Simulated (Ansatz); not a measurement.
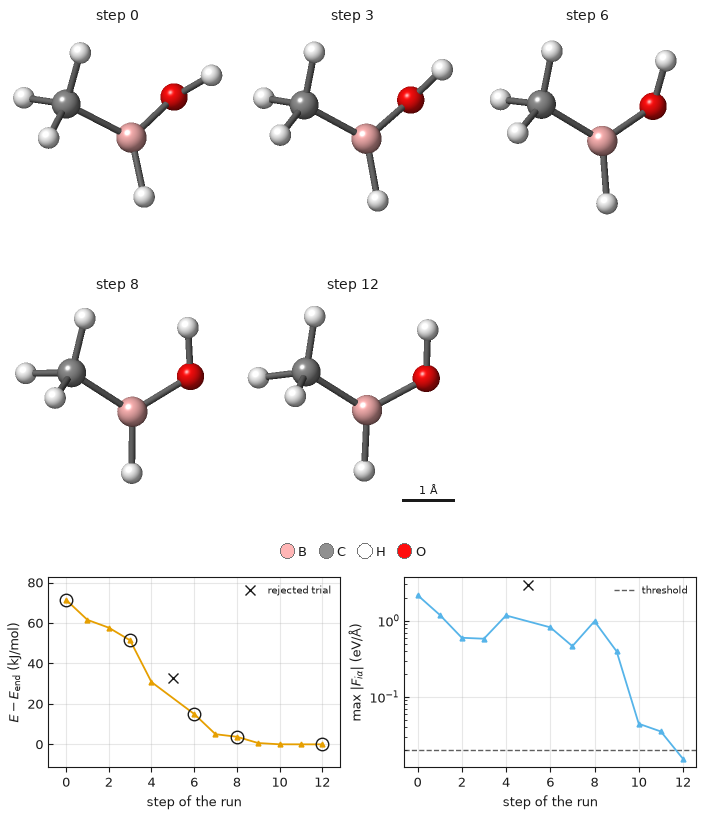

Frames of a relaxation of CH5BO, marked on the history of the run. The picture is a ball-and-stick view, seen at a tilt.

The run prepares the start of a later molecular dynamics calculation, from a guessed geometry.

All numbers below come from RKS B3LYP-D4/def2-SVPD in Ansatz 0.2.0. (no spin polarisation; force threshold 0.02 eV/Å; at most 40 steps)

### What happens along the run?

The O atom moves most after the best rigid fit: 0.59 Å. By element the largest moves are O 0.59 Å, H 0.53 Å, C 0.10 Å, B 0.07 Å. Among the contacts that change: B–O 1.410 → 1.358 Å, H–O 1.010 → 0.965 Å, B–C 1.600 → 1.572 Å, B–H 1.190 → 1.207 Å. Bond angles that change, for instance: B–C–H 109.5° → 114.9°, O–B–H 120.0° → 115.1°, B–O–H 109.5° → 114.2°. Groups turn about B–O by about 90°, B–C by about 45°. After 11 accepted moves (12 points after the start) the energy has fallen by 71.4 kJ/mol. The largest force component goes from 2.2 to 0.015 eV/Å. The line search rejected the trial step at point 5 of the run. Cost: 18 s on 2 threads of Arm Neoverse V2, with other jobs on the host, peak memory 0.17 GiB. From step 0 to 3: an H atom moves most (0.15 Å), energy −20.0 kJ/mol. From step 3 to 6: an H atom moves most (0.28 Å), energy −36.4 kJ/mol. From step 6 to 8: the O atom moves most (0.25 Å), energy −11.3 kJ/mol. From step 8 to 12: an H atom moves most (0.13 Å), energy −3.75 kJ/mol.
